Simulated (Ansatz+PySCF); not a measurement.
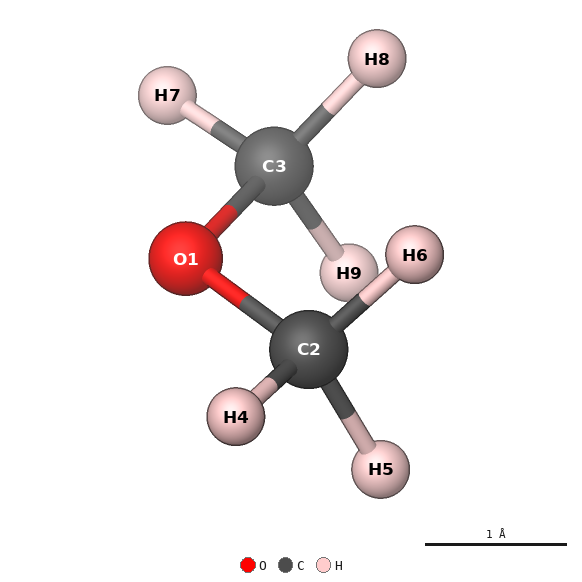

Figure made from data computed with Ansatz+PySCF.

Orthographic view. Distant atoms are faded towards the background colour. Geometry: a fixed input geometry, not necessarily a minimum.

Write a MOL file (V2000) with the atoms in numerical order, bonds sorted by atom number with the orders drawn, and coordinates in the frame of the picture: x right, y up, z towards the viewer, origin at the mean position.

```
C2H6O
                    3D

  9  8  0  0  0  0  0  0  0  0999 V2000
   -0.8100    0.0100    0.1800 O   0  0  0  0  0  0  0  0  0  0  0  0
    0.0700   -0.6300    0.9900 C   0  0  0  0  0  0  0  0  0  0  0  0
   -0.1800    0.6700   -0.9300 C   0  0  0  0  0  0  0  0  0  0  0  0
   -0.4500   -1.1100    1.7500 H   0  0  0  0  0  0  0  0  0  0  0  0
    0.5800   -1.4900    0.4300 H   0  0  0  0  0  0  0  0  0  0  0  0
    0.8200    0.0400    1.3700 H   0  0  0  0  0  0  0  0  0  0  0  0
   -0.9400    1.1700   -1.5400 H   0  0  0  0  0  0  0  0  0  0  0  0
    0.5500    1.4300   -0.6300 H   0  0  0  0  0  0  0  0  0  0  0  0
    0.3500   -0.0900   -1.6200 H   0  0  0  0  0  0  0  0  0  0  0  0
  1  2  1  0
  1  3  1  0
  2  4  1  0
  2  5  1  0
  2  6  1  0
  3  7  1  0
  3  8  1  0
  3  9  1  0
M  END
```
